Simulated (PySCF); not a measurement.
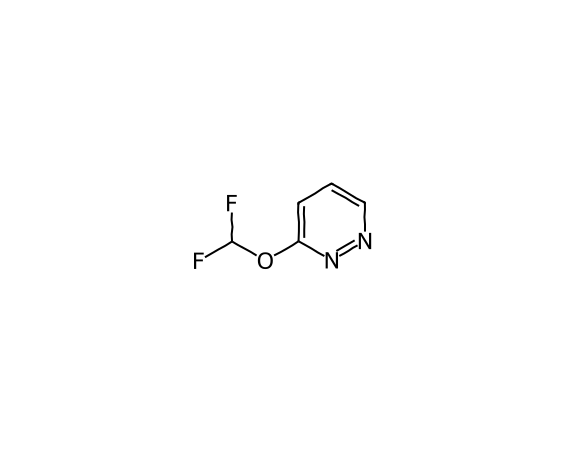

2D structure.

Question: Transcribe the drawing into SMILES.

Answer: FC(F)Oc1cccnn1

Question: What is the molecular formula?

Answer: C5H4F2N2O.

Question: An optimisation with GFN2-xTB gave a structure of which point group?

Answer: C1. Other conformers may differ.

More results for the same structure follow; atom numbers are the same in all pictures, views and colours differ. The geometry was computed by an optimisation with GFN2-xTB. No frequency run is at hand to confirm it as a minimum.

**Geometry**

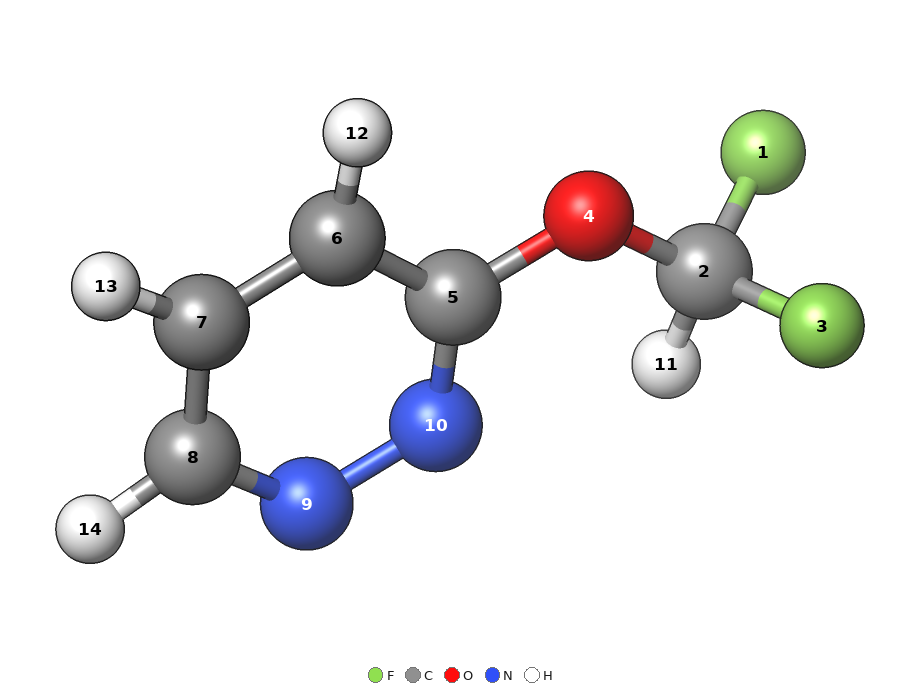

The atoms are numbered. No frequency run is at hand to confirm it as a minimum.

Estimate the angles F1–C2–F3, F1–C2–O4, C2–O4–C5, F3–C2–H11, O4–C5–N10, C5–C6–H12, C5–N10–N9, C6–C5–N10, C6–C7–C8, C6–C7–H13, C7–C8–N9, C8–N9–N10.

```json
{"angle": "F1–C2–F3", "degrees": "106.1"}
{"angle": "F1–C2–O4", "degrees": "108.5"}
{"angle": "C2–O4–C5", "degrees": "118.6"}
{"angle": "F3–C2–H11", "degrees": "108.8"}
{"angle": "O4–C5–N10", "degrees": "119.7"}
{"angle": "C5–C6–H12", "degrees": "120.1"}
{"angle": "C5–N10–N9", "degrees": "120.3"}
{"angle": "C6–C5–N10", "degrees": "123.1"}
{"angle": "C6–C7–C8", "degrees": "117.2"}
{"angle": "C6–C7–H13", "degrees": "121.7"}
{"angle": "C7–C8–N9", "degrees": "122.7"}
{"angle": "C8–N9–N10", "degrees": "120.5"}
```

**Charges**

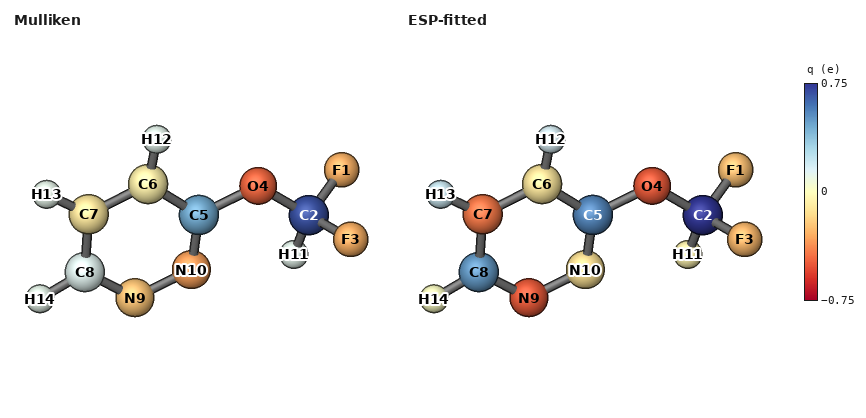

Atomic charges of one calculation by 2 schemes, on one colour scale. No frequency run is at hand to confirm it as a minimum. Method: PBE0/pcSseg-1 (PySCF 2.14.0).

Question: Which scheme gives the most polar picture (largest mean size of the charges)?

Answer: The ESP-fitted charges are the largest in size here.

Question: On which atom do the schemes disagree most?

Answer: On C8 (from 0.13 to 0.50 e).

List the charges (e), one line for each set of equivalent atoms.

```tsv
atom	Mulliken	ESP-fitted
F1	−0.28	−0.24
C2	0.68	0.75
F3	−0.28	−0.26
O4	−0.46	−0.49
C5	0.46	0.55
C6	−0.06	−0.10
C7	−0.10	−0.42
C8	0.13	0.50
N9	−0.22	−0.49
N10	−0.32	−0.13
H11	0.12	−0.05
H12	0.12	0.16
H13	0.12	0.21
H14	0.11	0.01
```

**Ring current**

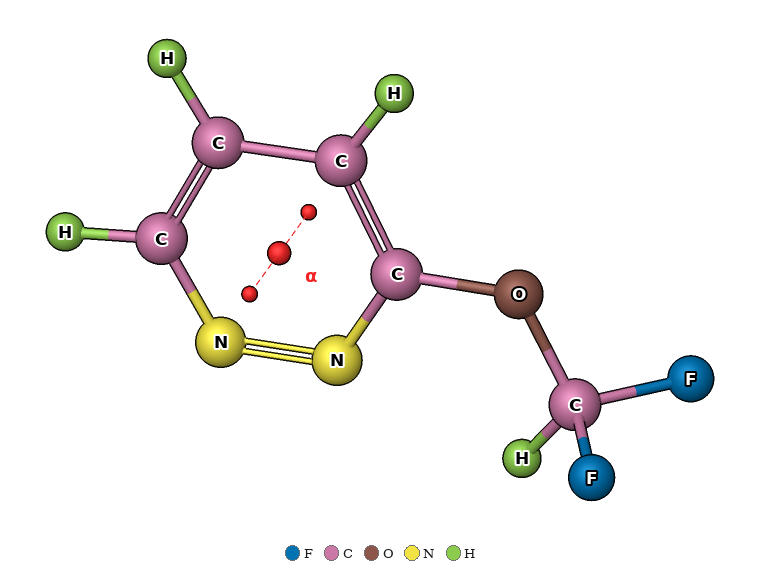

The small points mark where nucleus-independent chemical shifts (NICS) were computed: at the centre of each lettered ring and 1 Å above and below it. No frequency run is at hand to confirm it as a minimum. Method: GIAO PBE0/pcSseg-1 NMR shielding, non-relativistic, gas phase (PySCF 2.14.0).

Give NICS(0), NICS(1) and the out-of-plane component NICS(1)zz for each ring (means of the two sides).

```tsv
ring	members	NICS(0)	NICS(1)	NICS(1)zz
α	C4N2	−6.0	−10.8	−26.0
```

Values in ppm.

Question: What do the values say about the ring currents?

Answer: Ring α: diatropic, as in an aromatic ring. NICS is one index among several.

**Electronic properties**

No frequency run is at hand to confirm it as a minimum. Properties computed with PBE0/def2-SVPD, gas phase (PySCF 2.14.0). Excitations: vertical, linear response.

Predict the main results.

- dipole moment: 4.41 D
- HOMO energy (Kohn–Sham orbital): −7.25 eV
- LUMO energy (Kohn–Sham orbital): −1.99 eV
- HOMO–LUMO gap: 5.25 eV
- mean static polarisability: 75.7 bohr³
- lowest vertical singlet excitation: 3.56 eV
- its oscillator strength: 0.003
- brightest of the 6 lowest singlets: 6.37 eV
- its oscillator strength: 0.07

Mulliken values depend strongly on the basis set and can even reverse the polarity of a bond.
